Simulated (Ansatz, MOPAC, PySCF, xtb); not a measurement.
PH3 (SMILES P) and H2Se (SMILES [SeH2]) are pulled apart as rigid monomers along the line of their centres of mass, from the B3LYP-D3(BJ)/def2-TZVP minimum. Starting geometry (charge 0, multiplicity 1):
```tsv
atom	x (Å)	y (Å)	z (Å)
P	0.1157	0.0762	-0.1725
H	-0.6378	1.2648	-0.0058
H	0.2060	0.2184	-1.5816
H	-1.0324	-0.7525	-0.2336
Se	0.2685	0.1194	3.4638
H	-0.0446	-0.3696	4.8171
H	0.9777	-1.1234	3.1323
```

Interaction energies with rigid monomers; basis-set methods are counterpoise corrected unless marked otherwise.

The state reached by AM1 isn't checked.

The values were computed with Ansatz (Gaussian orbitals); MOPAC for AM1 (differences of heats of formation); PySCF for the dispersion terms; xtb for the GFN methods. Each number belongs to the level named beside it.

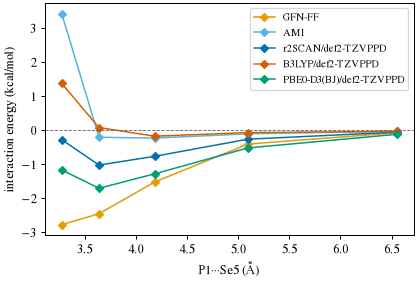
Fig. 1. Interaction energy against separation

Question: Which level binds most strongly at P1···Se5 = 3.64, and by how much?

Answer: GFN-FF, -2.5 kcal/mol.

Ansatz is a quantum-chemistry and plane-wave program.
